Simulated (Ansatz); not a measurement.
Consider BH₂NSi (SMILES B=N[SiH]).

```xyz
5

B     0.0539   -0.4510    1.4259
N    -0.4061   -0.8010    0.2904
Si   -0.9827   -1.5116   -1.1857
H    -1.3853   -0.1680   -1.8607
H     0.4834   -0.1240    2.4861
```

Geometry: PBE-D3(BJ)/def2-SVP.

Method: isolated molecule in a Gaussian basis; Kohn-Sham density functional theory, functional PBE0 (Ansatz).

Q: What will maps of the electron density and electron localisation function show?

A: B–N (1.27 Å): ρ is about 2.4 e/Å³ halfway; the ELF peaks at about 0.85 between the atoms (a short, strongly polar bond).
Si–N (1.74 Å): the density is about 1 e/Å³ at the midpoint; the ELF peaks at about 0.90 between the atoms (a polar covalent bond).
B–H (1.19 Å): the density is about 1.3 e/Å³ at the midpoint; the ELF climbs to about 1 towards the hydrogen, as it does in any bond to H: an ordinary covalent bond to hydrogen.
Si–H (1.56 Å): the density is about 0.75 e/Å³ at the midpoint; the ELF climbs to about 1 towards the hydrogen.

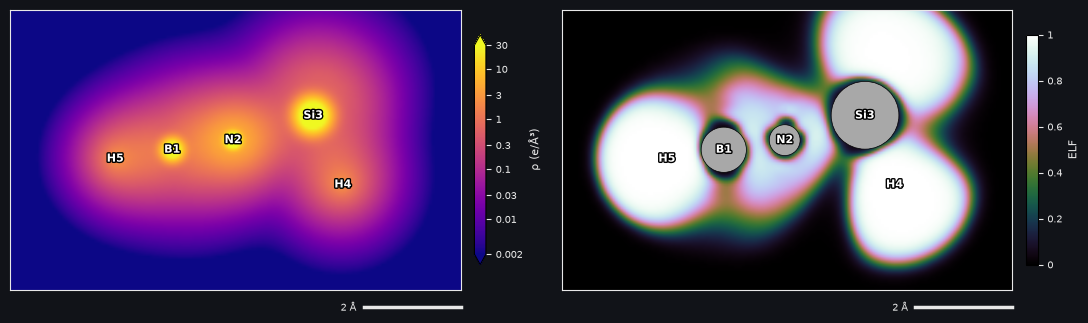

Computed electron density and electron localisation function on the molecular plane, in this order. Grey discs cover the atomic cores in the ELF map. 
